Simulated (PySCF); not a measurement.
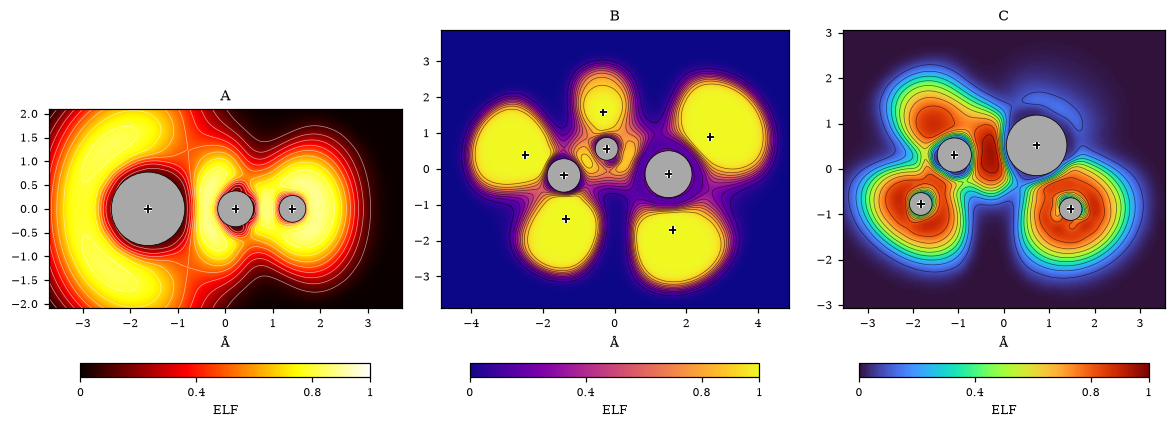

The ELF of 3 systems, each on a plane through atoms (crosses mark nuclei in the plane; grey discs cover the cores).

Theory: PySCF 2.14.0, Gaussian-basis quantum chemistry of an isolated molecule with PySCF, energy and nuclear gradient, functional PBE0.

System 1: BGaH5N, the molecular plane. Geometry: B3LYP-D3(BJ)/def2-SVP.

```xyz
8

B    -0.0794   -2.2683    2.0569
Ga   -1.6090   -0.7054    0.1209
N    -0.9696   -2.2391    0.9688
H     0.3323   -1.2241    2.5102
H     0.2698   -3.3252    2.5334
H    -1.2921   -3.1393    0.6182
H    -1.0987    0.6594    0.6782
H    -2.5990   -0.9450   -1.0703
```

System 2: CF4Si (SMILES F[C+]=[Si-](F)(F)F) (triplet), the plane of atoms F2, C1 and Si6. Geometry: B3LYP/6-31G*.

```tsv
atom	x (Å)	y (Å)	z (Å)
C	0.2865	-1.9677	-2.3824
F	-0.5956	-1.8032	-3.3335
F	1.0395	-0.8334	0.0690
F	0.5871	-3.3452	0.0421
F	-1.3974	-1.6895	-0.1298
Si	0.1098	-1.9559	-0.5658
```

System 3: CGeO (charge −1, doublet), a plane that holds the molecular axis. Geometry: PBE0-D3(BJ)/def2-SVPD; the highest occupied orbital lies above zero, a sign that basis and functional describe the outermost electron poorly.

```xyz
3

C    -4.0143   -0.6954   -1.7538
Ge   -4.0402   -2.5354   -1.7228
O    -3.9975    0.4999   -1.7740
```

Match each panel to its system.

Answer. Panel A is system 3, CGeO: the plane holds C, Ge and O. C–O (1.20 Å): the ELF peaks at about 0.85 between the atoms; a short, multiple covalent bond. Panel B is system 1, BGaH5N: the plane holds B, Ga, N and H. B–N (1.41 Å): the ELF peaks at about 0.95 between the atoms: a short, strongly polar bond. Panel C is system 2, CF4Si: the plane holds C, F and Si. C–F (1.31 Å): the ELF peaks at about 0.85 between the atoms (a shared but strongly polarised pair).
